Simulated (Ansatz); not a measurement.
```xyz
6

Si   -0.0084    0.2640    0.1557
Br   -1.1019    1.1915   -1.5443
O     0.7950   -1.1013   -0.3218
H     0.2642   -1.7597   -0.8063
Cl    1.4227    1.5451    0.8664
Cl   -1.3716   -0.1394    1.6503
```

The calculation used RKS PBE-D4/def2-SVP (Ansatz).

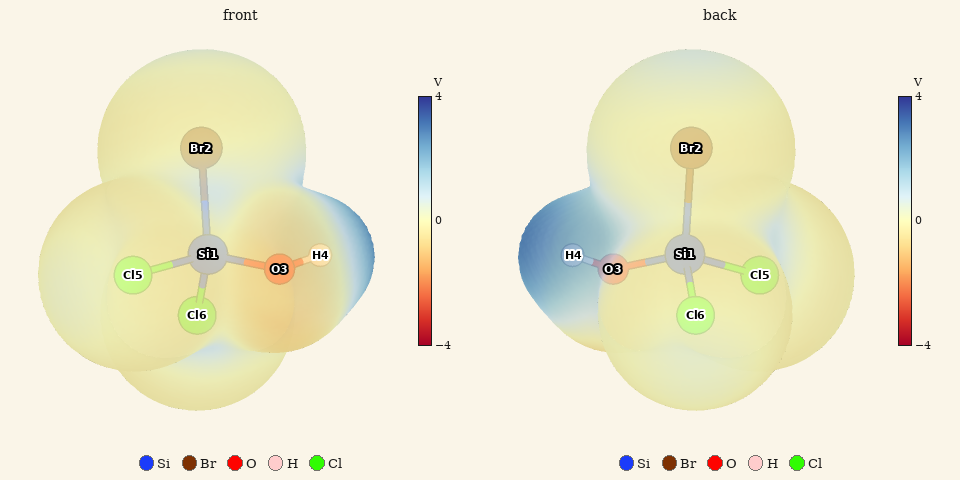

BrCl$_{2}$HOSi. The electrostatic potential painted on the density surface at 0.002 e/bohr³, seen from the front and from behind; the colour scale runs from red (negative) to blue (positive).

Q: Describe the electrostatic potential map.

A: The most negative region (about −0.9 V) lies over O3, the most positive (about +3.0 V) over H4. Br2 shows a σ-hole: about +0.6 V at the tip opposite its bond, against about −0.1 V on its flanks. Cl5 shows a σ-hole: about +0.3 V at the tip opposite its bond, against about −0.3 V on its flanks. Cl6 shows a σ-hole: about +0.3 V at the tip opposite its bond, against about −0.1 V on its flanks.
